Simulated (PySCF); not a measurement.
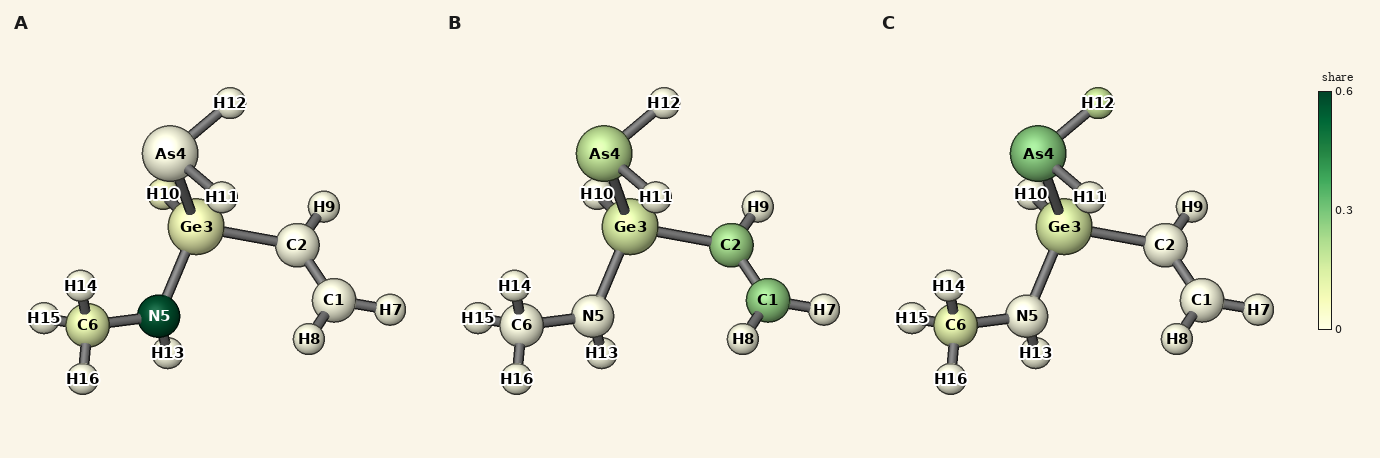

Each panel colours the atoms by their Löwdin share in one orbital (up to four of the largest shares; other atoms are shown as zero). The geometry was computed by an optimisation with GFN2-xTB. No frequency run is at hand to confirm it as a minimum. Method: B3LYP/def2-SVPD (PySCF 2.14.0).

> The panels show the HOMO, LUMO, LUMO+1, in some order. Which is which?

A: HOMO, −6.29 eV; N5 0.57, C6 0.11, Ge3 0.08, H10 0.06
B: LUMO, −0.78 eV; C1 0.26, C2 0.24, As4 0.19, Ge3 0.14
C: LUMO+1, −0.02 eV; As4 0.28, H12 0.17, Ge3 0.13, C6 0.11

The geometry is semi-empirical. Around As, Ge such bond lengths and angles can be off by a tenth of an ångström or more and by several degrees, and values that hang on the shape move with them.
